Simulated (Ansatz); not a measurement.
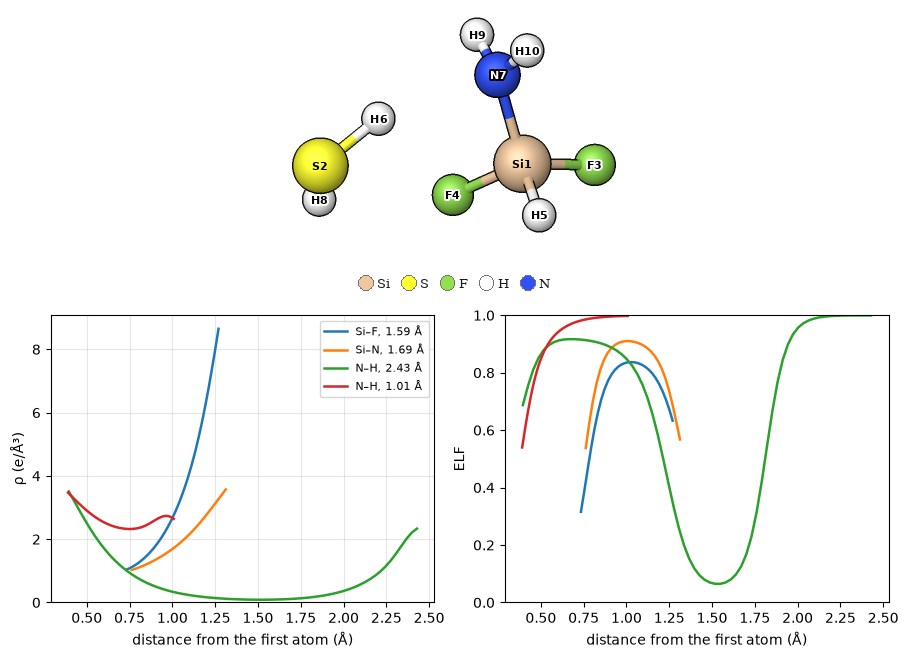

*F₂H₃NSi···H₂S. Total electron density and ELF along straight lines between neighbouring atoms. The curves leave out the atomic cores. The structure is drawn too.*

The product side of a reaction path; geometry: PBE0-D4/def2-TZVP; a saddle point, not a minimum.

Computed with Ansatz 0.2.0, RKS PBE0-D4/def2-TZVPP.

Input

```
crystal:
  periodic: [false, false, false]
  atoms:
    - {symbol: Si, position_ang: [-0.910778, -0.224437, -0.815533]}
    - {symbol: S, position_ang: [1.344135, 1.817641, 1.797048]}
    - {symbol: F, position_ang: [-1.656924, -0.938458, -2.022959]}
    - {symbol: F, position_ang: [0.029309, 0.856173, -1.499158]}
    - {symbol: H, position_ang: [-1.930427, 0.407213, 0.030582]}
    - {symbol: H, position_ang: [1.061259, 0.568432, 1.382532]}
    - {symbol: N, position_ang: [0.081527, -1.246856, 0.099677]}
    - {symbol: H, position_ang: [1.399190, 2.270766, 0.535488]}
    - {symbol: H, position_ang: [0.911119, -1.657675, -0.300619]}
    - {symbol: H, position_ang: [-0.328312, -1.852798, 0.793042]}
basis:
  gaussian: {orbitals: def2-TZVPP}
hamiltonian: {xc: pbe0, dispersion: d4}
output: {orbitals: {seedname: orbitals}}
```

Command:

```sh
ansatz run in.yaml --threads 8 --pin off --events-out ev --progress --plain --max-ram 19148MiB
```

Q: What can be read from the curves?

A: Si–F (1.59 Å): ρ at the midpoint is about 1.2 e/Å³; the ELF peaks at about 0.85 in the valence shell of F, 0.6 Å from its nucleus, and is about 0.55 at the midpoint.
Si–N (1.69 Å): ρ at the midpoint is about 1.2 e/Å³; the ELF peaks at about 0.90 between the atoms (a shared but strongly polarised pair).
N7···H6 (2.43 Å): the density falls to about 0.09 e/Å³ on the way; the ELF dips to about 0.05 between them.
N–H (1.01 Å): ρ at the midpoint is about 2.9 e/Å³; the ELF climbs to about 1 towards the hydrogen, as it does in any bond to H: an ordinary covalent bond to hydrogen.
